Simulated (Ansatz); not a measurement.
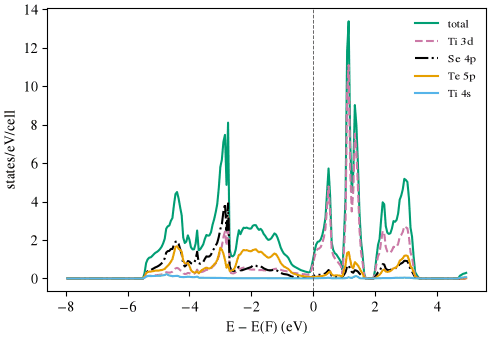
*Total and projected density of states of TiTeSe in space group P3m1 (No. 156; Ti on 1a, Te on 1c, Se on 1b), the program Ansatz at the r²SCAN level (PAW)*

### Question
Which orbitals carry the states next to the Fermi level?

### Answer
Within 0.5 eV of the Fermi level: Ti 3d 79 %, Se 4p 9 %, Te 5p 8 %. Projections are on Löwdin-orthogonalised atomic valence shells; empty p or d shells of many metals are not among them.

### Question
Where is the tallest occupied peak in this window, and what makes it?

### Answer
Near -2.8 eV, about 8.1 states/eV per cell; the largest projected share is Se 4p.

The workflow started from a Materials Project entry (that database holds measured and hypothetical structures alike); the Crystallography Open Database copy checked does not list it. Its standing as an ambient phase is unchecked. The r²SCAN relaxation kept the symmetry of its start; its stability against distortions is not shown here. No spin polarisation was allowed. A crystal of weakly bound layers computed without a dispersion correction: the cell and the soft elastic constants depend strongly on that. Spin–orbit coupling is left out wherever it is not named.

Potentials: the earlier of the program's two PAW sets.
